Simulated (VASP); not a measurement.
Band structure of NaHF2 (space group R-3m). Computed with PBEsol GGA, VASP's PBE PAW potentials (set 64) (plane waves; VASP 6.6.1).

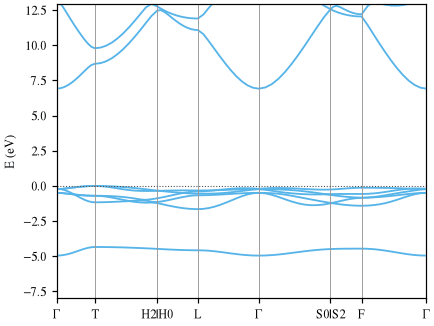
Fig. 1. Bands along high-symmetry lines, zero at the valence-band maximum or, without a gap, the Fermi level

**Question.** Read the plot: is there a gap, and where are the band edges?

**Answer.** The gap is indirect, 6.92 eV, from the valence maximum at T to the conduction minimum at Γ. (Edges off the drawn lines would not show.)

The structure comes from a computed database's NaHF2 entry (R-3m); how it stands against other phases isn't given here. It was relaxed first.
